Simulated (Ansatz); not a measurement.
**Profile along the Si–Si line in VSi2 (CrSi2 type, space group P6_222)**

VSi2 (CrSi2 type, space group P6_222)

```
VSi2
1.0
    4.56611     0.00000     0.00000
   -2.28305     3.95437     0.00000
    0.00000     0.00000     6.36620
V Si
3 6
Direct
  0.50000   0.00000   0.50000
  0.50000   0.50000   0.83333
  0.00000   0.50000   0.16667
  0.16284   0.32568   0.50000
  0.83716   0.16284   0.83333
  0.67432   0.83716   0.16667
  0.83716   0.67432   0.50000
  0.16284   0.83716   0.83333
  0.32568   0.16284   0.16667
```

Fields along a shortest Si–Si line of a (0001) plane (2.58 Å), from Si to Si, interpolated on the slice's grid (step about 0.3 Å). Level of theory: PBE (plane waves to 420 eV, PAW, scalar-relativistic; Ansatz, a first-principles code). k mesh 12×12×8. Near the nuclei the fields are pseudised (PAW); where an atom keeps semicore shells as valence, they peak there. VSi2 is run without spin polarisation. VSi2 was relaxed with its symmetry unable to fall.

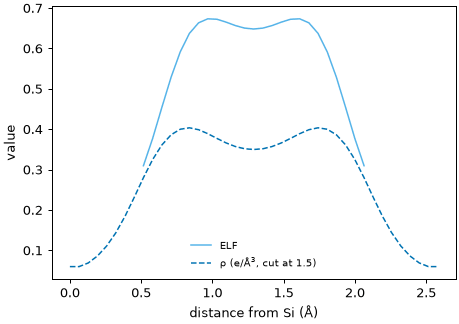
Figure. ELF (away from the nuclei) and valence density from Si to Si.

Density on the Si–Si line (2.58 Å) at its midpoint: 0.35 e/Å³. ELF at that point: 0.6. ELF maximum in the middle third of the Si–Si line: 0.67, 1.0 Å from Si.
